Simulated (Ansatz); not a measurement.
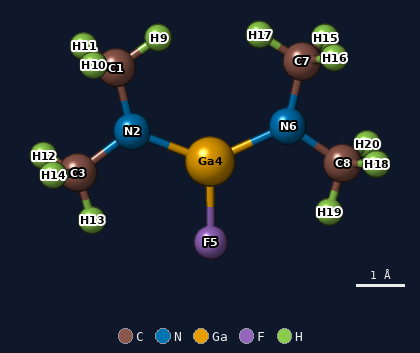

Figure 1. The input geometry of the first run (ball-and-stick view, seen at a tilt; atoms are numbered from 1 in the order of the input). Sticks mark near contacts.

**Two runs on C$_{4}$H$_{12}$FGaN$_{2}$**

System: C$_{4}$H$_{12}$FGaN$_{2}$, SMILES C[N](C)[Ga]([F])[N](C)C.
Method of the first run: RKS B2PLYP (frozen core)/def2-TZVPP (Ansatz 0.2.0).

The geometry comes from this level: PBE0-D4/def2-TZVP. Text and figures count atoms from 1; the logs count them from 0 in places.

**Input file, the first run**
```yaml
crystal:
  periodic: [false, false, false]
  atoms:
    - {symbol: C, position_ang: [0.604886, -1.886070, 1.290330]}
    - {symbol: N, position_ang: [0.615638, -1.537788, -0.104801]}
    - {symbol: C, position_ang: [1.130605, -2.584992, -0.952974]}
    - {symbol: Ga, position_ang: [0.067212, 0.029144, -0.814302]}
    - {symbol: F, position_ang: [0.226260, 0.092826, -2.570976]}
    - {symbol: N, position_ang: [-0.608971, 1.544965, -0.104027]}
    - {symbol: C, position_ang: [-0.845844, 1.794581, 1.292159]}
    - {symbol: C, position_ang: [-0.967344, 2.654654, -0.953422]}
    - {symbol: H, position_ang: [0.205877, -1.075814, 1.902397]}
    - {symbol: H, position_ang: [1.616853, -2.110506, 1.658582]}
    - {symbol: H, position_ang: [-0.013327, -2.776239, 1.478348]}
    - {symbol: H, position_ang: [0.531842, -3.502976, -0.862981]}
    - {symbol: H, position_ang: [1.117880, -2.275710, -1.999009]}
    - {symbol: H, position_ang: [2.166259, -2.842494, -0.687424]}
    - {symbol: H, position_ang: [-1.907105, 2.005877, 1.489839]}
    - {symbol: H, position_ang: [-0.270633, 2.661192, 1.650111]}
    - {symbol: H, position_ang: [-0.562763, 0.938119, 1.905901]}
    - {symbol: H, position_ang: [-0.395441, 3.557601, -0.694622]}
    - {symbol: H, position_ang: [-0.769653, 2.419124, -2.000057]}
    - {symbol: H, position_ang: [-2.034029, 2.904105, -0.856973]}
basis:
  gaussian: {orbitals: def2-TZVPP}
hamiltonian: {xc: {name: B2PLYP}}
```

Launched with:
```bash
ansatz run in.yaml --threads 4 --pin off --events-out ev --progress --plain --max-ram 66560MiB --backend cuda --devices 0, --max-vram 37GiB
```

Hardware: 4 CPU threads, shared host.

**Output (the first run)**
```
Functional definition: B2PLYP
  parameter a = 0.53
  parameter c = 0.27
  exchange = (1 - a)*b88_x + a*exact_x
  correlation = (1 - c)*lyp_c + c*(mp2_os + mp2_ss)
2592 factors; integrals over basis functions are off by at most 1.1e-3 eV
mean field evaluation 1: about -62379.7856 eV, gradient 7.9e1 eV
mean field evaluation 2: about -62379.9647 eV, gradient 7.9e1 eV
mean field evaluation 4: about -62392.1787 eV, gradient 9.7e0 eV
mean field evaluation 8: about -62392.3300 eV, gradient 6.2e-1 eV
mean field evaluation 16: about -62392.3307 eV, gradient 3.0e-4 eV
mean field -62392.33065407 eV, -2292.8758604963 hartree, gradient 1.7e-6 eV, S^2 0.000000; 0 other end points of the search recorded, 0 dependent functions left out
16 core orbitals not correlated: weight in the atoms' cores, before any rotation towards them, 1.000 or more for the frozen orbitals, at most 0.000 for the correlated occupied ones
reference -62392.33089327 eV, -2292.8758692869 hartree; 29, 29 occupied and 388, 388 virtual orbitals, 2592 factors
second order -52.89801789 eV of doubles, -0.00000000 eV of singles
Total energy: -62406.61335810 eV, -2293.4007401883 hartree
```

For the second run the input was changed thus:
```diff
-  gaussian: {orbitals: def2-TZVPP}
-hamiltonian: {xc: {name: B2PLYP}}
+  gaussian: {orbitals: cc-pVTZ}
+hamiltonian: {xc: {name: r2SCANh}}
```

What does this change do to the results?

The total energies belong to different models, so their difference says nothing on which is more stable or more accurate. The functional changes from B2PLYP to r2SCANh. The basis functions go from 433 to 421.

**Output (the second run)**
```
Functional definition: r2SCANh
  parameter a = 0.1
  parameter k0 = 0.174
  parameter k1 = 0.065
  parameter a1 = 4.9479
  exchange = (1 - a)*r2scan_x(k0 = k0, k1 = k1, a1 = a1) + a*exact_x
  correlation = r2scan_c
2243 factors; their error is unknown
mean field evaluation 1: about -62398.2130 eV, gradient 9.9e1 eV
mean field evaluation 2: about -62366.5816 eV, gradient 1.5e2 eV
mean field evaluation 4: about -62418.3094 eV, gradient 8.8e0 eV
mean field evaluation 8: about -62418.4382 eV, gradient 2.9e-1 eV
mean field evaluation 16: about -62418.4749 eV, gradient 3.3e-4 eV
mean field -62418.47485860 eV, -2293.8366422916 hartree, gradient 1.0e-5 eV, S^2 0.000000; 0 other end points of the search recorded, 0 dependent functions left out
reference -62418.47487458 eV, -2293.8366428790 hartree; 45, 45 occupied and 376, 376 virtual orbitals, 2243 factors
Total energy: -62418.47487458 eV, -2293.8366428790 hartree
```

**The two runs side by side**

| quantity | the first run | the second run |
| --- | --- | --- |
| outcome | converged | converged |
| total energy (hartree) | −2293.400740 | −2293.836643 |
| basis functions | 433 | 421 |
| wall time (shared host) | 6 s | 3.1 s |
